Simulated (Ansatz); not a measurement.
Frequency calculation, with input and output: HfNH4Cl2OF

The run: frequency calculation of HfNH4Cl2OF. Method and program: RKS PBE-D4/def2-SVP (Ansatz 0.2.0).

It belongs to a series of runs on one base structure; here: vibrations at the highest image of the band.

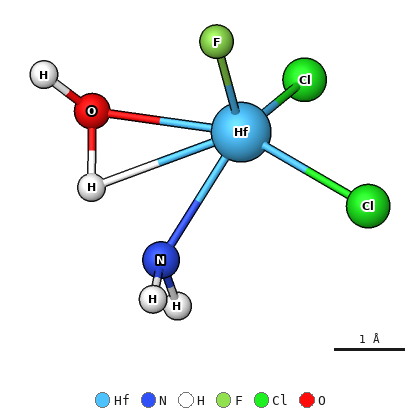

Figure 1. The structure (ball-and-stick view, seen at a tilt). Sticks mark near contacts. Bond lengths as drawn: Cl–Hf 2.36 to 2.38 Å, F–Hf 1.92 Å, Hf–N 2.18 Å, Hf–O 2.24 Å, H–Hf 2.33 Å, H–N 1.03 Å and H–O 0.97 to 1.11 Å.

Input:
```yaml
crystal:
  periodic: [false, false, false]
  atoms:
    - { symbol: Hf, position_ang: [0.06314, 0.285384, 0.121287] }
    - { symbol: "N", position_ang: [-0.070118, 0.121948, 2.289704] }
    - { symbol: H, position_ang: [-0.997575, 0.221749, 2.727082] }
    - { symbol: H, position_ang: [0.371685, -0.690578, 2.741484] }
    - { symbol: F, position_ang: [1.742237, 0.110932, -0.797038] }
    - { symbol: Cl, position_ang: [-1.615107, 1.616168, -0.877406] }
    - { symbol: Cl, position_ang: [-0.693752, -1.941979, -0.230754] }
    - { symbol: O, position_ang: [1.07068, 1.951002, 1.229842] }
    - { symbol: H, position_ang: [1.996173, 2.253297, 1.203042] }
    - { symbol: H, position_ang: [0.751436, 1.328975, 2.093058] }
basis:
  gaussian: { orbitals: def2-SVP }
hamiltonian:
  xc: pbe
  dispersion: d4
phonons: {}
```

Run on 4 threads of Arm Neoverse V2, 24 GiB of memory available, shared host.

Launch command:
```bash
ansatz run input.yaml --threads 4 --pin off --max-ram 5120MiB --backend cpu --events-out ev --progress --plain --runs-dir out
```

Output:
```
Engine: ansatz 0.2.0, aarch64-unknown-linux-gnu
Functional definition: PBE
  parameter kappa = 0.804
  parameter beta = 0.06672455060314922
  exchange = pbe_x(kappa = kappa, mu = beta*pi^2/3)
  correlation = pbe_c(beta = beta)
1399 factors; their error is unknown
mean field evaluation 1: about -32637.8538 eV, gradient 8.3e1 eV
mean field evaluation 2: about -32511.2260 eV, gradient 2.4e2 eV
mean field evaluation 4: about -32649.7447 eV, gradient 1.9e1 eV
mean field evaluation 8: about -32650.6896 eV, gradient 1.6e-1 eV
mean field evaluation 16: about -32650.5886 eV, gradient 1.2e-3 eV
mean field -32650.58858580 eV, -1199.8869991644 hartree, gradient 2.8e-5 eV, S^2 0.000000; 0 other end points of the search recorded, 0 dependent functions left out
the calculation of the forces begins
reference -32650.58866702 eV, -1199.8870021492 hartree; 37, 37 occupied and 93, 93 virtual orbitals, 1399 factors
these checks for a lower state are left out or cut short: stability, starts, cluster_reference, orbital_swaps, neighbouring_geometries, increment
1399 factors; their error is unknown
mean field -32650.58849340 eV, -1199.8869957687 hartree, gradient 1.6e-6 eV, S^2 0.000000; 0 other end points of the search recorded, 0 dependent functions left out
[... from here on the field's lines of each further geometry are left out, up to the last ...]
the calculation of the forces begins
reference -32650.58856597 eV, -1199.8869984357 hartree; 37, 37 occupied and 93, 93 virtual orbitals, 1399 factors
these checks for a lower state are left out or cut short: stability, starts, cluster_reference, orbital_swaps, neighbouring_geometries, increment
1399 factors; their error is unknown
mean field -32650.58860653 eV, -1199.8869999263 hartree, gradient 1.7e-6 eV, S^2 0.000000; 0 other end points of the search recorded, 0 dependent functions left out
the calculation of the forces begins
reference -32650.58868775 eV, -1199.8870029111 hartree; 37, 37 occupied and 93, 93 virtual orbitals, 1399 factors
WARN: phonons: modes at or below zero, which the zero-point energy, F, S and C_V leave out: 1, the lowest at -459.47 cm⁻¹. A minimum has none, and a first-order saddle one
Total energy: -32650.83561923 eV, -1199.8960774756 hartree
Atom 0 at     0.063140     0.285384     0.121287 Å, force    -0.002947    -0.002093    -0.002934 eV/Å
Atom 1 at    -0.070118     0.121948     2.289704 Å, force     0.000482     0.001579    -0.001726 eV/Å
Atom 2 at    -0.997575     0.221749     2.727082 Å, force     0.001693     0.000585     0.000508 eV/Å
Atom 3 at     0.371685    -0.690578     2.741484 Å, force    -0.001068    -0.000744     0.000747 eV/Å
Atom 4 at     1.742237     0.110932    -0.797038 Å, force     0.001054     0.001399     0.000427 eV/Å
Atom 5 at    -1.615107     1.616168    -0.877406 Å, force    -0.000587    -0.000453     0.000444 eV/Å
Atom 6 at    -0.693752    -1.941979    -0.230754 Å, force     0.001075    -0.000116    -0.000081 eV/Å
Atom 7 at     1.070680     1.951002     1.229842 Å, force    -0.000595     0.002229    -0.000280 eV/Å
Atom 8 at     1.996173     2.253297     1.203042 Å, force     0.003276    -0.001827    -0.001269 eV/Å
Atom 9 at     0.751436     1.328975     2.093058 Å, force    -0.002382    -0.000558     0.004164 eV/Å
Dipole moment:     0.367028     0.263023     0.836485 e Å
Vibrations: -459.47 54.81 98.05 111.02 131.23 133.32 181.33 228.91 328.70 347.17 355.11 374.35 557.19 569.25 621.20 638.76 682.71 892.87 1329.37 1482.40 1968.69 3417.98 3500.80 3751.05 cm⁻¹, zero-point energy 1.348717 eV
```

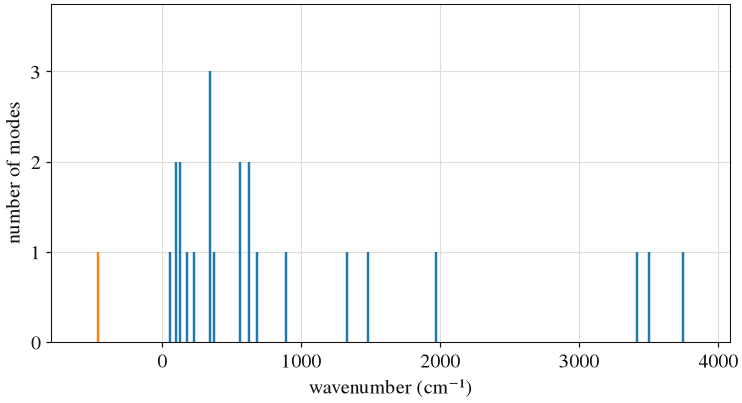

Figure 2. Harmonic vibrational wavenumbers from the force constants; neighbouring modes closer than 19 cm⁻¹ are counted in one stick, and imaginary ones are drawn at negative wavenumbers. 24 modes from 459i to 3751 cm⁻¹, 1 imaginary beyond 8i (459i cm⁻¹): a first-order saddle point, if the geometry is stationary.

Key numbers:

| quantity | value |
| --- | --- |
| outcome | converged |
| total energy | −32650.8356 eV |
| mean-field energy | −32650.5887 eV |
| largest force (length of the vector) | 0.005 eV/Å |
| wall time | 72 s (CPU time 4.5 min) |
| peak memory | 0.2 GiB |
